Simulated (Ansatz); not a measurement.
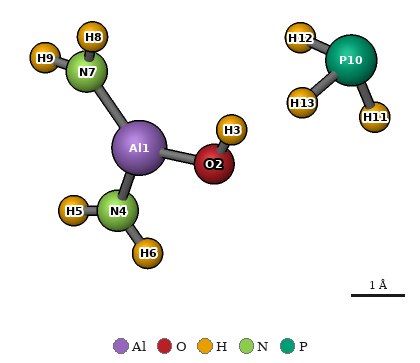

Figure 1. The input geometry (ball-and-stick view, seen at a tilt; atoms are numbered from 1 in the order of the input). Sticks mark near contacts. Bond lengths as drawn: Al–N 1.78 Å, Al–O 1.72 Å, H–N 1.01 Å, H–O 0.96 Å and H–P 1.42 Å.

Run report: AlPN2H8O, nudged elastic band (part 1 of 2)

System: AlPN2H8O.
Method: RKS B3LYP/6-31G* (Ansatz 0.2.0).

It belongs to a series of runs on one base structure; here: band between the two ends. Figures and captions count atoms from 1; the log counts them from 0 in places.

### Input
```yaml
crystal:
  periodic: [false, false, false]
  atoms:
    - { symbol: Al, position_ang: [-0.008963, -0.459078, -0.187714] }
    - { symbol: O, position_ang: [-0.000303, -0.416233, 1.532438] }
    - { symbol: H, position_ang: [-0.819676, -0.299424, 2.026681] }
    - { symbol: "N", position_ang: [1.576932, -0.506688, -0.985165] }
    - { symbol: H, position_ang: [1.740059, -0.602309, -1.978307] }
    - { symbol: H, position_ang: [2.454169, -0.483817, -0.481882] }
    - { symbol: "N", position_ang: [-1.525121, -0.43206, -1.124004] }
    - { symbol: H, position_ang: [-2.457263, -0.517378, -0.740976] }
    - { symbol: H, position_ang: [-1.571445, -0.363449, -2.132569] }
    - { symbol: P, position_ang: [-0.01057, 3.520692, 2.038251] }
    - { symbol: H, position_ang: [1.393195, 3.73091, 2.155252] }
    - { symbol: H, position_ang: [-0.025815, 3.822169, 0.645858] }
    - { symbol: H, position_ang: [0.123601, 2.118065, 1.828736] }
basis:
  gaussian: { orbitals: "6-31G*" }
hamiltonian:
  xc: b3lyp
neb:
  order_check: false
  images: 5
  f_tol: 0.03
  max_iterations: 60
  final_atoms:
    - { symbol: Al, position_ang: [0.1752553, 0.70560706, 0.06845228] }
    - { symbol: O, position_ang: [-0.26012384, -0.37222734, 1.76385776] }
    - { symbol: H, position_ang: [-1.09615725, -0.60770593, 1.25202221] }
    - { symbol: "N", position_ang: [1.65119153, 0.09084228, -0.74817946] }
    - { symbol: H, position_ang: [1.73674775, -0.81831139, -1.18676918] }
    - { symbol: H, position_ang: [2.57109999, 0.48873544, -0.60574486] }
    - { symbol: "N", position_ang: [-1.45723203, -0.00874083, -0.4863713] }
    - { symbol: H, position_ang: [-1.47303728, -0.61519828, -1.30275036] }
    - { symbol: H, position_ang: [-2.25110165, 0.62161541, -0.56990544] }
    - { symbol: P, position_ang: [0.08844982, 2.91178038, 0.94332143] }
    - { symbol: H, position_ang: [1.47988301, 2.99703723, 1.25183925] }
    - { symbol: H, position_ang: [0.22677521, 3.56045908, -0.31892986] }
    - { symbol: H, position_ang: [-0.52295057, 0.1575069, 2.53575653] }
  initial_path:
    images:
      - { positions_ang: [[-0.008963, -0.459078, -0.187714], [-0.000303, -0.416233, 1.532438], [-0.819676, -0.299424, 2.026681], [1.576932, -0.506688, -0.985165], [1.740059, -0.602309, -1.978307], [2.454169, -0.483817, -0.481882], [-1.525121, -0.43206, -1.124004], [-2.457263, -0.517378, -0.740976], [-1.571445, -0.363449, -2.132569], [-0.01057, 3.520692, 2.038251], [1.393195, 3.73091, 2.155252], [-0.025815, 3.822169, 0.645858], [0.123601, 2.118065, 1.828736]] }
      - { positions_ang: [[-0.00048142, -0.30871271, -0.11684801], [-0.00475002, -0.2543791, 1.73938109], [-0.85384177, -0.27219866, 2.18051781], [1.61538081, -0.34100497, -0.96079844], [1.88676097, -0.71039838, -1.69348609], [2.34598681, -0.02041612, -0.72710793], [-1.56080044, -0.31337801, -1.06823915], [-2.40030038, -0.64541393, -0.77308743], [-1.67702393, -0.00500018, -1.96105621], [0.01727233, 3.16957906, 1.6087966], [1.13348858, 3.34248682, 2.12319046], [0.27676914, 3.61722148, 0.37970082], [0.09033931, 1.85301469, 1.86563547]] }
      - { positions_ang: [[0.00800016, -0.15834743, -0.04598202], [-0.00919704, -0.09252519, 1.94632418], [-0.88800754, -0.24497332, 2.33435461], [1.65382963, -0.17532194, -0.93643188], [2.03346294, -0.81848775, -1.40866517], [2.23780462, 0.44298476, -0.97233385], [-1.59647988, -0.19469602, -1.0124743], [-2.34333775, -0.77344986, -0.80519887], [-1.78260285, 0.35344864, -1.78954343], [0.04511465, 2.81846612, 1.17934221], [0.87378217, 2.95406364, 2.09112893], [0.57935328, 3.41227397, 0.11354365], [0.05707761, 1.58796439, 1.90253495]] }
      - { positions_ang: [[0.01648174, -0.00798214, 0.02488396], [-0.01364406, 0.06932871, 2.15326726], [-0.92217331, -0.21774798, 2.48819142], [1.69227844, -0.00963891, -0.91206532], [2.18016491, -0.92657713, -1.12384426], [2.12962243, 0.90638564, -1.21755978], [-1.63215932, -0.07601402, -0.95670945], [-2.28637513, -0.90148579, -0.8373103], [-1.88818178, 0.71189746, -1.61803064], [0.07295698, 2.46735318, 0.74988781], [0.61407575, 2.56564046, 2.05906739], [0.88193743, 3.20732645, -0.15261353], [0.02381592, 1.32291408, 1.93943442]] }
      - { positions_ang: [[0.06940626, 0.22988093, 0.03940674], [-0.09580399, -0.07785664, 2.0234641], [-0.98016796, -0.34773397, 2.07613502], [1.67858281, 0.02385482, -0.8574367], [2.03235919, -0.89048855, -1.14481923], [2.27678162, 0.76716891, -1.01362147], [-1.57385022, -0.05358962, -0.79993007], [-2.01526252, -0.80605662, -0.99245699], [-2.00915507, 0.68180344, -1.26865558], [0.07812126, 2.61549558, 0.81436568], [0.90267817, 2.70943938, 1.78999135], [0.66355002, 3.32503733, -0.20805231], [-0.15843958, 0.93444502, 2.13820846]] }
      - { positions_ang: [[0.12233078, 0.46774399, 0.05392951], [-0.17796391, -0.22504199, 1.89366093], [-1.0381626, -0.47771995, 1.66407862], [1.66488717, 0.05734855, -0.80280808], [1.88455347, -0.85439997, -1.16579421], [2.4239408, 0.62795217, -0.80968317], [-1.51554112, -0.03116523, -0.64315068], [-1.7441499, -0.71062745, -1.14760367], [-2.13012836, 0.65170942, -0.91928051], [0.08328554, 2.76363798, 0.87884356], [1.19128059, 2.85323831, 1.5209153], [0.44516262, 3.4427482, -0.26349108], [-0.34069508, 0.54597596, 2.3369825]] }
      - { positions_ang: [[0.1752553, 0.70560706, 0.06845228], [-0.26012384, -0.37222734, 1.76385776], [-1.09615725, -0.60770593, 1.25202221], [1.65119153, 0.09084228, -0.74817946], [1.73674775, -0.81831139, -1.18676918], [2.57109999, 0.48873544, -0.60574486], [-1.45723203, -0.00874083, -0.4863713], [-1.47303728, -0.61519828, -1.30275036], [-2.25110165, 0.62161541, -0.56990544], [0.08844982, 2.91178038, 0.94332143], [1.47988301, 2.99703723, 1.25183925], [0.22677521, 3.56045908, -0.31892986], [-0.52295057, 0.1575069, 2.53575653]] }
```

Launched with:
```bash
ansatz run input.yaml --threads 2 --pin off --max-ram 3072MiB --backend cpu --events-out ev --progress --plain --runs-dir out
```

### What the program printed
```
Engine: ansatz 0.2.0, aarch64-unknown-linux-gnu
Functional definition: B3LYP
  parameter a0 = 0.2
  parameter ax = 0.72
  parameter ac = 0.81
  exchange = (1 - a0 - ax)*slater_x + ax*b88_x + a0*exact_x
  correlation = (1 - ac)*vwn_rpa_c + ac*lyp_c
1073 factors; integrals over basis functions are off by at most 4.6e-4 eV
mean field evaluation 1: about -21028.6062 eV, gradient 9.6e1 eV
mean field evaluation 2: about -21004.7195 eV, gradient 1.4e2 eV
mean field evaluation 4: about -21045.7828 eV, gradient 8.2e0 eV
mean field evaluation 8: about -21045.9231 eV, gradient 4.5e-2 eV
mean field -21045.92313263 eV, -773.4234096852 hartree, gradient 2.4e-5 eV, S^2 0.000000; 0 other end points of the search recorded, 0 dependent functions left out
the calculation of the forces begins
reference -21045.92344166 eV, -773.4234210417 hartree; 29, 29 occupied and 70, 70 virtual orbitals, 1073 factors
1073 factors; integrals over basis functions are off by at most 4.9e-4 eV
mean field evaluation 16: about -21030.4341 eV, gradient 8.9e1 eV
mean field -21045.68382426 eV, -773.4146152645 hartree, gradient 9.3e-6 eV, S^2 0.000000; 0 other end points of the search recorded, 0 dependent functions left out
[... from here on the field's lines of each further geometry are left out, up to the last ...]
NEB iter   1: max|band force component| = 1.563e1 eV/Å  barrier→ = 5.2555 eV  barrier← = 5.0162 eV  Δτ_max = 0.2000 Å  (188 SCF iters)
NEB iter   2: max|band force component| = 3.342e0 eV/Å  barrier→ = 2.3436 eV  barrier← = 2.1043 eV  Δτ_max = 0.2000 Å  (145 SCF iters)
NEB iter   3: max|band force component| = 1.075e0 eV/Å  barrier→ = 1.5799 eV  barrier← = 1.3406 eV  Δτ_max = 0.1987 Å  (147 SCF iters)
NEB iter   4: max|band force component| = 5.414e-1 eV/Å  barrier→ = 1.3771 eV  barrier← = 1.1377 eV  Δτ_max = 0.1961 Å  (137 SCF iters)
NEB iter   5: max|band force component| = 5.779e-1 eV/Å  barrier→ = 1.1566 eV  barrier← = 0.9173 eV  CI = image 3  Δτ_max = 0.1979 Å  (136 SCF iters)
NEB iter   6: max|band force component| = 5.413e-1 eV/Å  barrier→ = 1.3341 eV  barrier← = 1.0948 eV  CI = image 3  Δτ_max = 0.2000 Å  (139 SCF iters)
NEB iter   7: max|band force component| = 4.836e-1 eV/Å  barrier→ = 1.4842 eV  barrier← = 1.2449 eV  CI = image 3  Δτ_max = 0.1940 Å  (139 SCF iters)
NEB iter   8: max|band force component| = 3.447e-1 eV/Å  barrier→ = 1.4032 eV  barrier← = 1.1639 eV  CI = image 3  Δτ_max = 0.1235 Å  (141 SCF iters)
NEB iter   9: max|band force component| = 2.493e-1 eV/Å  barrier→ = 1.3870 eV  barrier← = 1.1477 eV  CI = image 3  Δτ_max = 0.2000 Å  (142 SCF iters)
NEB iter  10: max|band force component| = 2.614e-1 eV/Å  barrier→ = 1.3720 eV  barrier← = 1.1327 eV  CI = image 3  Δτ_max = 0.0998 Å  (142 SCF iters)
NEB iter  11: max|band force component| = 2.080e-1 eV/Å  barrier→ = 1.3580 eV  barrier← = 1.1187 eV  CI = image 3  Δτ_max = 0.1001 Å  (143 SCF iters)
NEB iter  12: max|band force component| = 2.019e-1 eV/Å  barrier→ = 1.3438 eV  barrier← = 1.1045 eV  CI = image 3  Δτ_max = 0.1001 Å  (143 SCF iters)
NEB iter  13: max|band force component| = 1.724e-1 eV/Å  barrier→ = 1.3280 eV  barrier← = 1.0887 eV  CI = image 3  Δτ_max = 0.1003 Å  (144 SCF iters)
NEB iter  14: max|band force component| = 1.271e-1 eV/Å  barrier→ = 1.3087 eV  barrier← = 1.0694 eV  CI = image 3  Δτ_max = 0.1001 Å  (143 SCF iters)
NEB iter  15: max|band force component| = 1.484e-1 eV/Å  barrier→ = 1.2870 eV  barrier← = 1.0477 eV  CI = image 3  Δτ_max = 0.1989 Å  (137 SCF iters)
NEB iter  16: max|band force component| = 1.992e-1 eV/Å  barrier→ = 1.2391 eV  barrier← = 0.9998 eV  CI = image 3  Δτ_max = 0.1990 Å  (139 SCF iters)
NEB iter  17: max|band force component| = 2.302e-1 eV/Å  barrier→ = 1.1946 eV  barrier← = 0.9553 eV  CI = image 3  Δτ_max = 0.1974 Å  (138 SCF iters)
NEB iter  18: max|band force component| = 2.111e-1 eV/Å  barrier→ = 1.1644 eV  barrier← = 0.9251 eV  CI = image 3  Δτ_max = 0.1970 Å  (139 SCF iters)
NEB iter  19: max|band force component| = 2.767e-1 eV/Å  barrier→ = 1.1419 eV  barrier← = 0.9026 eV  CI = image 3  Δτ_max = 0.0994 Å  (135 SCF iters)
NEB iter  20: max|band force component| = 2.318e-1 eV/Å  barrier→ = 1.1320 eV  barrier← = 0.8927 eV  CI = image 3  Δτ_max = 0.0997 Å  (132 SCF iters)
NEB iter  21: max|band force component| = 1.544e-1 eV/Å  barrier→ = 1.1247 eV  barrier← = 0.8854 eV  CI = image 3  Δτ_max = 0.1007 Å  (136 SCF iters)
NEB iter  22: max|band force component| = 6.880e-2 eV/Å  barrier→ = 1.1205 eV  barrier← = 0.8812 eV  CI = image 3  Δτ_max = 0.1033 Å  (135 SCF iters)
NEB iter  23: max|band force component| = 9.226e-2 eV/Å  barrier→ = 1.1225 eV  barrier← = 0.8832 eV  CI = image 3  Δτ_max = 0.0522 Å  (135 SCF iters)
NEB iter  24: max|band force component| = 3.961e-2 eV/Å  barrier→ = 1.1194 eV  barrier← = 0.8801 eV  CI = image 3  Δτ_max = 0.0730 Å  (125 SCF iters)
NEB iter  25: max|band force component| = 3.844e-2 eV/Å  barrier→ = 1.1188 eV  barrier← = 0.8794 eV  CI = image 3  Δτ_max = 0.0779 Å  (124 SCF iters)
NEB iter  26: max|band force component| = 2.323e-2 eV/Å  barrier→ = 1.1187 eV  barrier← = 0.8794 eV  CI = image 3  Δτ_max = 0.0117 Å  (133 SCF iters)
NEB iter  27: max|band force component| = 3.796e-2 eV/Å  barrier→ = 1.1185 eV  barrier← = 0.8792 eV  CI = image 3  Δτ_max = 0.0486 Å  (25 SCF iters)
NEB iter  28: max|band force component| = 5.597e-2 eV/Å  barrier→ = 1.1182 eV  barrier← = 0.8789 eV  CI = image 3  Δτ_max = 0.0243 Å  (130 SCF iters)
NEB iter  29: max|band force component| = 2.428e-2 eV/Å  barrier→ = 1.1177 eV  barrier← = 0.8784 eV  CI = image 3  Δτ_max = 0.0234 Å  (121 SCF iters)
NEB iter  30: max|band force component| = 3.213e-2 eV/Å  barrier→ = 1.1173 eV  barrier← = 0.8780 eV  CI = image 3  Δτ_max = 0.0117 Å  (30 SCF iters)
the calculation of the forces begins
reference -21045.65322447 eV, -773.4134907431 hartree; 29, 29 occupied and 70, 70 virtual orbitals, 1073 factors
1073 factors; integrals over basis functions are off by at most 6.9e-4 eV
mean field evaluation 1152: about -20996.3779 eV, gradient 1.5e2 eV
mean field -21044.80604261 eV, -773.3823573841 hartree, gradient 9.4e-6 eV, S^2 0.000000; 1 other end points of the search recorded, 0 dependent functions left out
the calculation of the forces begins
reference -21044.80632991 eV, -773.3823679420 hartree; 29, 29 occupied and 70, 70 virtual orbitals, 1073 factors
NEB iter  31: max|band force component| = 2.125e-2 eV/Å  barrier→ = 1.1171 eV  barrier← = 0.8778 eV  CI = image 3  Δτ_max = 0.0000 Å  (247 SCF iters)
```
